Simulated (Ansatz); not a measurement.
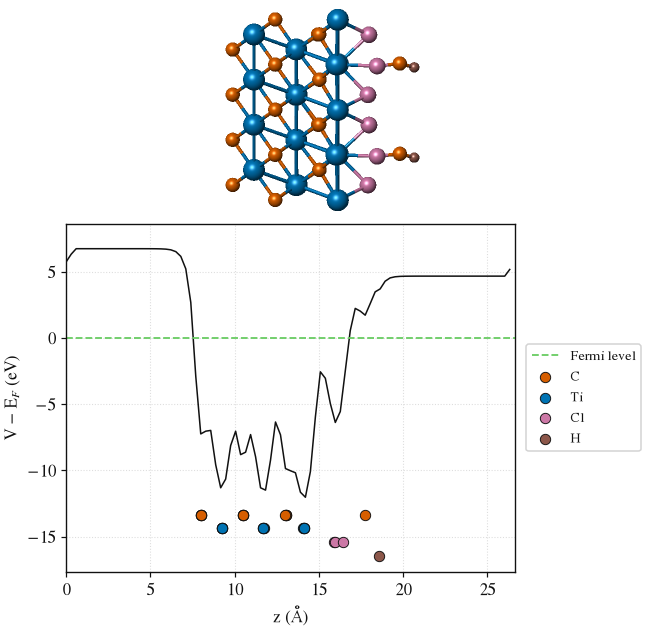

Plane-averaged electrostatic potential energy of an electron across the slab; circles at the bottom mark the heights of the atoms. The structure is drawn too.

Calculation on a (111) slab cut from TiC (Fm-3m), of composition Ti12HC13Cl3 (not the bulk's), ended by Ti above and C below, 29 atoms in the cell, the whole at its places in the relaxed adsorbed structure.

Computed with Ansatz 0.2.0: DFT PBE+D3(BJ), scalar-relativistic, plane waves, PAW, no spin polarisation, 4×4×1 k mesh, Gaussian smearing of 0.1 eV.

> Read off the work function of each face.

The work function is 4.67 eV at the right face and 6.74 eV at the left.

> How thick are slab and vacuum?

The outermost atoms are 10.6 Å apart, which leaves 16.0 Å of vacuum in a cell 26.6 Å high.

> Do the two faces differ, and what does that say about the slab's dipole?

The vacuum level is 2.07 eV higher at the left than at the right, so the slab carries a dipole along its normal; the ramp in the vacuum, at or near the edge of the plot, is the dipole correction that keeps each side flat.

The atoms aren't at rest in this cell (largest force 0.7 eV/Å), so the relaxed material can differ.
